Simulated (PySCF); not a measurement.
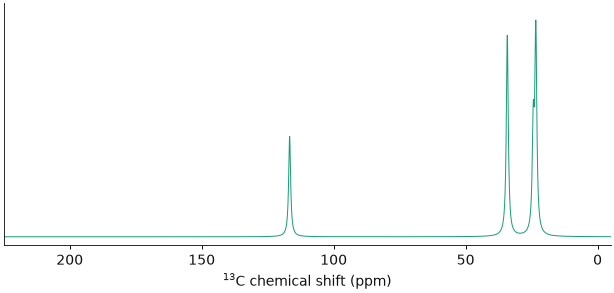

GIAO shifts, PBE0/6-31G(d) in PySCF 2.14.0, at a PBE0-D3(BJ)/def2-SVP geometry (no frequency check), against TMS for ¹³C computed at the same level. Gas phase, fully decoupled, line heights follow the number of nuclei, widths are arbitrary (no quadrupolar broadening); values of one conformer, averaged over nuclei that symmetry, rotation about single bonds or ring flips exchange, these motions taken as fast; other conformers aren't averaged in.

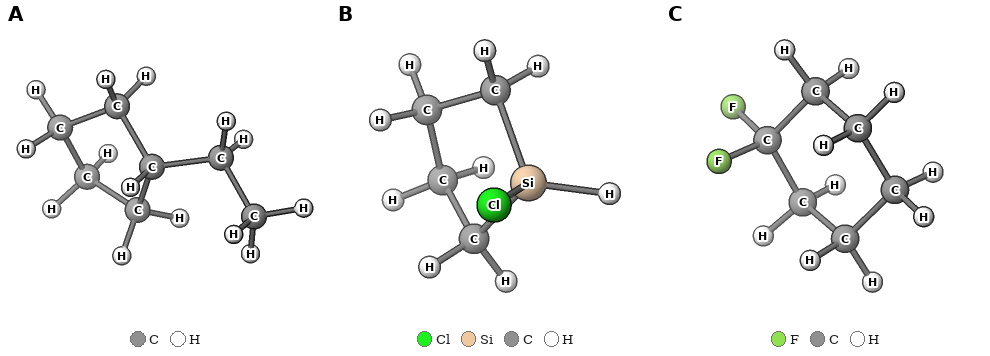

> Which molecule was computed? The candidates are drawn in the second picture.

Structure C, C₆H₁₀F₂, SMILES FC1(F)CCCCC1. Its ¹³C signals: 116.7 (1 C), 34.2 (2 C), 24.4 (1 C), 23.4 (2 C) ppm.
